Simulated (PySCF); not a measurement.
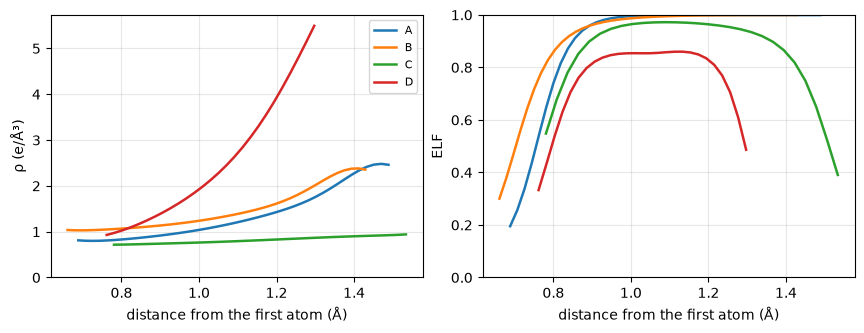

*H₁₁O₃PSi₄. Electron density and ELF along straight lines between neighbouring atoms. The curves leave out the atomic cores.*

Geometry: PBE0-D3(BJ)/def2-SVP.

These are results of PBE0/pcSseg-1, SCF density, gas phase, non-relativistic (PySCF), not measurements.

| atom | x (Å) | y (Å) | z (Å) |
| --- | --- | --- | --- |
| Si | 2.5545 | -0.6467 | -0.3999 |
| O | 1.1659 | -0.2570 | -1.2245 |
| Si | -0.4514 | -0.0031 | -1.0415 |
| O | -0.6786 | 1.3964 | -0.2019 |
| Si | -0.3008 | 2.2370 | 1.1796 |
| O | -1.1162 | -1.2459 | -0.1881 |
| Si | -1.1606 | -1.9811 | 1.3008 |
| P | -1.3900 | 0.0346 | -3.0649 |
| H | 2.5988 | -2.1135 | -0.1280 |
| H | 2.5954 | 0.0911 | 0.9006 |
| H | 3.7249 | -0.2554 | -1.2328 |
| H | 1.0083 | 2.9341 | 1.0149 |
| H | -0.2093 | 1.2957 | 2.3384 |
| H | -1.3736 | 3.2380 | 1.4337 |
| H | -2.1084 | -1.2603 | 2.2006 |
| H | 0.2026 | -1.9650 | 1.9163 |
| H | -1.6094 | -3.3894 | 1.1229 |
| H | -0.8583 | 1.3298 | -3.3505 |
| H | -2.6148 | 0.5583 | -2.5476 |

**Which curve belongs to which contact (P–H, Si–H, Si–O and Si–P)? The first atom named is at distance zero.**

Curve A: Si–H (1.49 Å): ρ is about 0.8 e/Å³ halfway; the ELF climbs to about 1 towards the hydrogen, as it does in any bond to H. Curve B: P–H (1.43 Å): ρ at the midpoint is about 1 e/Å³; the ELF climbs to about 1 towards the hydrogen. Curve C: Si–P (2.23 Å): ρ is about 0.8 e/Å³ halfway; the ELF peaks at about 1 between the atoms (a covalent bond). Curve D: Si–O (1.65 Å): ρ at the midpoint is about 1.1 e/Å³; the ELF peaks at about 0.85 between the atoms: a shared but strongly polarised pair.
